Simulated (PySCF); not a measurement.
# H2SO2 (SMILES O=[SH2]=O) at PBE/STO-3G

Aim: the vertical ionisation energy of H2SO2 at PBE/STO-3G, from 2 runs. The job is set up through a Python script.

The results are computed with PySCF 2.14.0.

6 further runs of the same task are left out: 2 that didn't finish, 4 set aside as unsound or not needed.

**1. The system as given**

H2SO2 has 5 atoms, charge 0, and is taken as a singlet. As SMILES, `O=[SH2]=O`. The coordinates come from a GFN2-xTB relaxation.

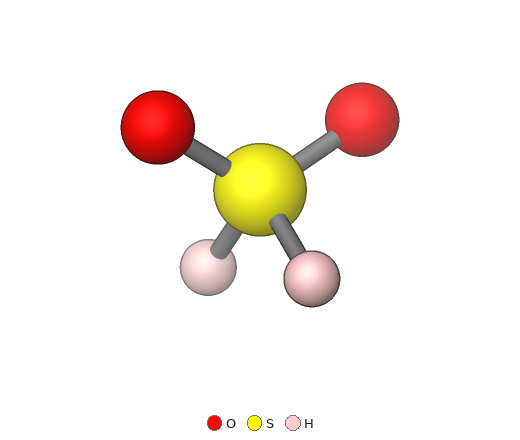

Viewed from a chosen angle; oxygen red, sulfur yellow, hydrogen pink.

**2. The energy at PBE/STO-3G**

input.py

```python
from pyscf import gto, dft

mol = gto.M(
    atom='''
O   -0.986390   0.275820   1.043450
S    0.013430  -0.014140   0.070290
O    1.269430  -0.576280   0.440760
H   -0.558620  -0.842170  -0.901330
H    0.262150   1.156770  -0.653170
''',
    max_memory=1860,
    basis='sto-3g',
    verbose=3,
    charge=0,
)

ks = dft.RKS(mol)
ks.xc = 'pbe'
ks.grids.level = 5
ks.conv_tol = 1e-10
ks.kernel()
if not ks.converged:
    ks = ks.newton().run(ks.mo_coeff, ks.mo_occ)

e_final = ks.e_tot
print('Final energy', e_final)
```

Launch:

```
OMP_NUM_THREADS=1 python input.py
```

Output:

```text
converged SCF energy = -542.602428907259
Final energy -542.6024289072591
```

It took 5.1 s on 1 thread of Intel Xeon Platinum 8259CL at 2.50GHz (Skylake/Cascade Lake), shared host; peak memory 0.21 GiB.

**3. The doublet cation**

calc.py

```python
from pyscf import gto, dft

mol = gto.M(
    atom=[
    ('O', (-0.986390, 0.275820, 1.043450)),
    ('S', (0.013430, -0.014140, 0.070290)),
    ('O', (1.269430, -0.576280, 0.440760)),
    ('H', (-0.558620, -0.842170, -0.901330)),
    ('H', (0.262150, 1.156770, -0.653170)),
],
    charge=1,
    max_memory=1860,
    spin=1,
    verbose=3,
    basis='sto-3g',
)

mf = dft.UKS(mol)
mf.xc = 'pbe'
mf.conv_tol = 1e-10
mf.grids.level = 5
mf.kernel()
if not mf.converged:
    mf = mf.newton().run(mf.mo_coeff, mf.mo_occ)

energy = mf.e_tot
print(f'total energy: {energy:.8f} hartree')
```

Launch:

```
OMP_NUM_THREADS=1 python calc.py
```

Output:

```text
WARN: HOMO -0.442878996636554 >= LUMO -0.442537950593406

converged SCF energy = -542.335835938266  <S^2> = 0.75716453  2S+1 = 2.0071517
total energy: -542.33583594 hartree
```

Run time: 12 s. Hardware: 1 thread of Intel Xeon Platinum 8259CL at 2.50GHz (Skylake/Cascade Lake), shared host; peak memory 0.21 GiB.

**4. Results**

At PBE/STO-3G:

```
                                          quantity          value
                       singlet H2SO2: total energy  -542.60243 Eh
                      singlet H2SO2: dipole moment         2.22 D
                        singlet H2SO2: HOMO energy       -2.16 eV
                        singlet H2SO2: LUMO energy        3.86 eV
                      singlet H2SO2: HOMO–LUMO gap        6.03 eV
                      doublet cation: total energy  -542.33584 Eh
doublet cation: HOMO energy (highest over α and β)      -12.35 eV
 doublet cation: LUMO energy (lowest over α and β)      -12.29 eV
                              doublet cation: ⟨S²⟩          0.757
vertical ionisation energy (to the doublet cation)       7.254 eV
```

What this shows: Removing an electron at fixed nuclei costs 7.25 eV (700 kJ/mol). The negative HOMO energy of the first species, 2.16 eV, lies 5.09 eV below that difference. In a minimal basis such a difference can be off by several eV, whatever the method.
